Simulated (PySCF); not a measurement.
C5H9ClOSi2

The calculation's input:

```
{"job": {"kind": "nmr", "xc": "PBE0", "basis": "pcSseg-1"}, "charge": 0, "multiplicity": 1}
C      3.184609    -0.223006     0.344393
C      1.739442    -0.227687     0.752182
O      1.359182    -0.679290     1.809055
Si     0.419492     0.517738    -0.448203
Cl     1.418346     1.496623    -1.944884
C     -0.589992    -0.915915    -1.152373
C     -1.866036    -1.009770    -0.790518
C     -2.552868    -0.060763     0.140268
Si    -1.414312     1.401042     0.646755
H      3.501769     0.806426     0.188978
H      3.290166    -0.744136    -0.605084
H      3.808311    -0.693893     1.100932
H     -0.171659    -1.652205    -1.825229
H     -2.485793    -1.817747    -1.165658
H     -3.480332     0.276637    -0.328260
H     -2.862303    -0.623143     1.024412
H     -1.329326     1.497575     2.103895
H     -1.977456     2.657830     0.137681
```

Command:

```sh
OMP_NUM_THREADS=1 python probes_run.py task.json out
```

Geometry: GFN2-xTB.

The calculation used PBE0/pcSseg-1, SCF density, gas phase, non-relativistic in PySCF.

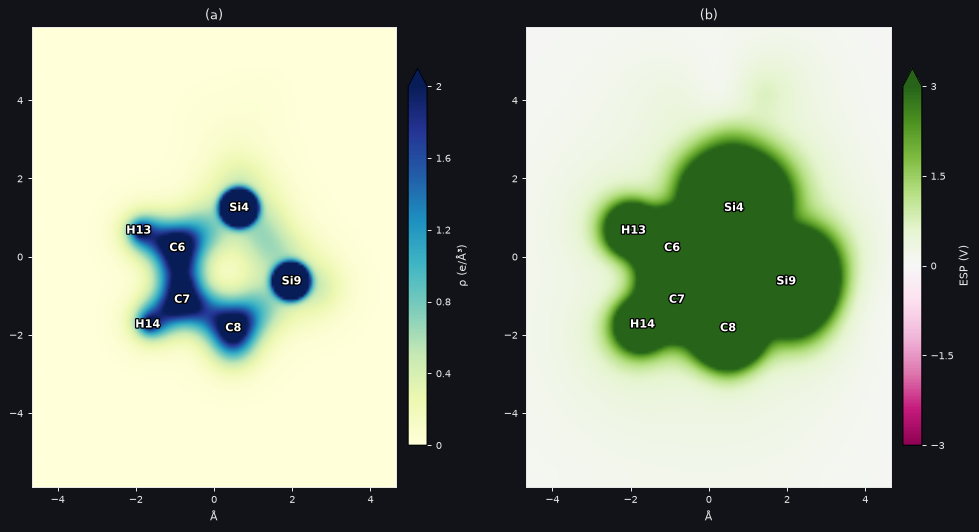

Figure 1. (a) electron density; (b) molecular electrostatic potential on the plane of atoms Si4, C6 and H13.

> Describe what can be read from this map.

- The section cuts through Si, C and H sites.
- C–C (1.33 Å): the density is about 2.3 e/Å³ at the midpoint.
- C–Si (1.89 Å): ρ at the midpoint is about 0.93 e/Å³.
- Si–Si (2.31 Å): the density is about 0.66 e/Å³ at the midpoint.
- C–H (1.08 Å): the density is about 2 e/Å³ at the midpoint.
- C–C (1.50 Å): ρ at the midpoint is about 1.7 e/Å³.
- The potential has no marked negative region in this plane.

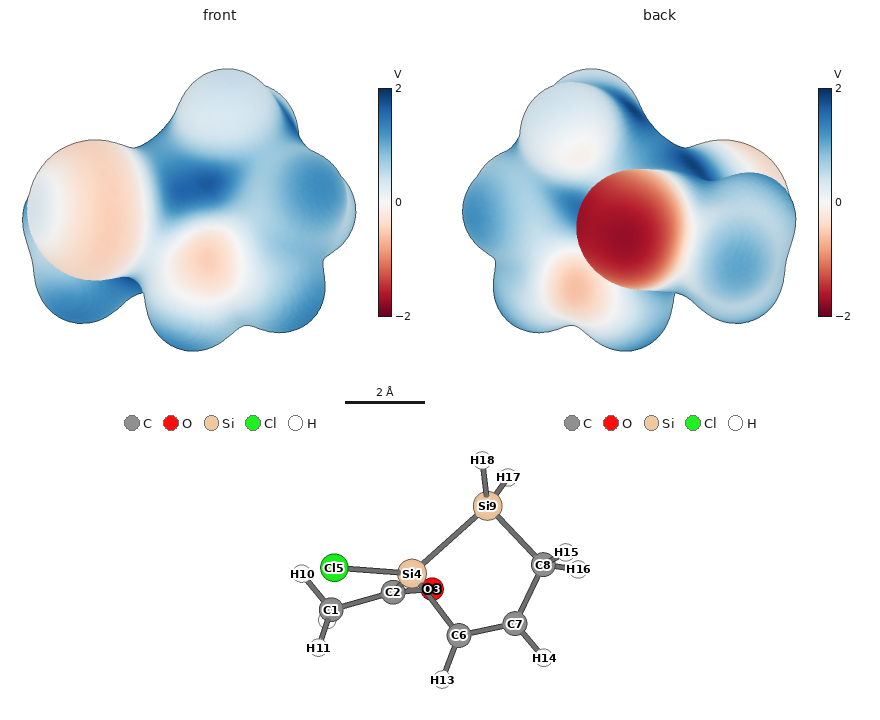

Figure 2. The electrostatic potential painted on the density surface at 0.004 e/bohr³, seen from the front and from behind; the colour scale runs from red (negative) to blue (positive). The bare structure is drawn below in the same view.

> Where is the surface potential most negative and most positive?

The most negative region (about −1.7 V, or −39 kcal/mol for a unit charge) lies over O3, the most positive (about +1.8 V, or +42 kcal/mol for a unit charge) over Si4 and Si9. O3 is the likeliest acceptor of a hydrogen bond.
